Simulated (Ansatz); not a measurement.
# CH5BCl2Ge: the cost of one run

Method: RKS PBE0/def2-SVP, in Ansatz 0.2.0.

## 1. The structure to begin with

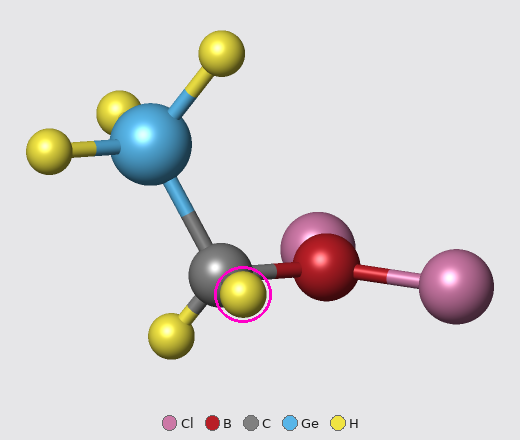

Start, viewed from a free direction; chlorine pink, boron red, carbon grey, germanium blue, hydrogen yellow. Ringed: H7.

As a file:

```xyz
10

Cl   -1.0931   -2.8808   -0.1694
B     0.1281   -1.5066   -0.2497
Cl    1.8520   -1.9001    0.1544
C    -0.1858   -0.0429   -0.7715
Ge    0.0149    1.2479    0.6289
H     0.3694    0.2251   -1.6440
H    -1.3005   -0.0363   -1.0663
H    -0.3544    2.6763    0.1247
H    -0.8565    0.8966    1.9129
H     1.5091    1.2696    1.0830
```

## 2. End point A

input.yaml reads:

```yaml
crystal:
  periodic: [false, false, false]
  atoms:
    - { symbol: Cl, position_ang: [-1.0931, -2.8808, -0.1694] }
    - { symbol: B, position_ang: [0.1281, -1.5066, -0.2497] }
    - { symbol: Cl, position_ang: [1.852, -1.9001, 0.1544] }
    - { symbol: C, position_ang: [-0.1858, -0.0429, -0.7715] }
    - { symbol: Ge, position_ang: [0.0149, 1.2479, 0.6289] }
    - { symbol: H, position_ang: [0.3694, 0.2251, -1.644] }
    - { symbol: H, position_ang: [-1.3005, -0.0363, -1.0663] }
    - { symbol: H, position_ang: [-0.3544, 2.6763, 0.1247] }
    - { symbol: H, position_ang: [-0.8565, 0.8966, 1.9129] }
    - { symbol: H, position_ang: [1.5091, 1.2696, 1.083] }
basis:
  gaussian: { orbitals: def2-SVP }
hamiltonian:
  xc: pbe0
relax:
  f_tol: 0.02
  max_steps: 50
```

Started as:

```sh
ansatz run input.yaml --threads 2 --pin off --max-ram 3072MiB --backend cpu --events-out ev --progress --plain --runs-dir out
```

**Question.** How long does this run take on 2 threads of Intel Xeon Platinum 8488C (Sapphire Rapids), shared host, and how much memory does it need?

About 64 s, with a peak of 0.35 GiB.
